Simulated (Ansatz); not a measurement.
# CH2BBrO3: the cost of one run

Program: Ansatz 0.2.0. Level of theory: RKS r2SCAN-D4/def2-SVP. These are calculated values, not measurements.

## Step 1: Where the work starts

SMILES `OB1OC(Br)O1`, 8 atoms, charge 0, spin multiplicity 1.

Atoms are counted from 1 here; the program's logs count them from 0.

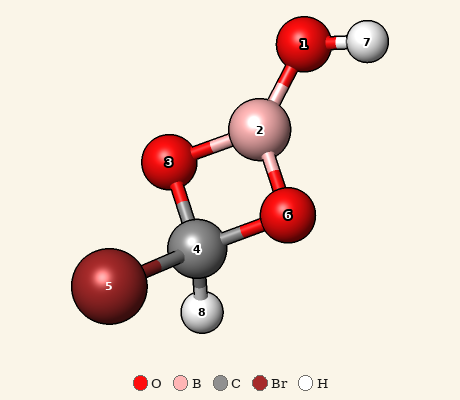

As it starts; colours as in the key; atoms are numbered from 1 in the order of the file.

Geometry (Å):

```xyz
8

O    -0.7833   -1.8938   -0.5903
B    -0.2446   -0.7051   -0.2728
O     1.0414   -0.2016   -0.5254
C     0.5267    0.9595    0.0960
Br    1.4999    1.4568    1.7280
O    -0.7663    0.4412    0.3604
H    -1.7098   -1.9739   -0.3001
H     0.5281    1.8598   -0.5517
```

## Step 2: Relaxation

Input file input.yaml:

```yaml
crystal:
  periodic: [false, false, false]
  atoms:
    - { symbol: O, position_ang: [-0.783252, -1.893808, -0.590263] }
    - { symbol: B, position_ang: [-0.244639, -0.705148, -0.272771] }
    - { symbol: O, position_ang: [1.041419, -0.201643, -0.525361] }
    - { symbol: C, position_ang: [0.526701, 0.959526, 0.095983] }
    - { symbol: Br, position_ang: [1.499907, 1.45679, 1.728033] }
    - { symbol: O, position_ang: [-0.766324, 0.44116, 0.360397] }
    - { symbol: H, position_ang: [-1.709788, -1.973937, -0.300064] }
    - { symbol: H, position_ang: [0.528077, 1.85976, -0.551653] }
basis:
  gaussian: { orbitals: def2-SVP }
hamiltonian:
  xc: r2scan
  dispersion: d4
output:
  forces: true
relax:
  f_tol: 0.003
  max_steps: 120
```

Command:

```bash
$ ansatz run input.yaml --threads 1 --pin off --max-ram 2560MiB --backend cpu --events-out ev --progress --plain --runs-dir out
```

Q: Estimate wall time and peak memory on 1 thread of Arm Neoverse V2, shared host.

About 50 s, with a peak of 0.17 GiB.
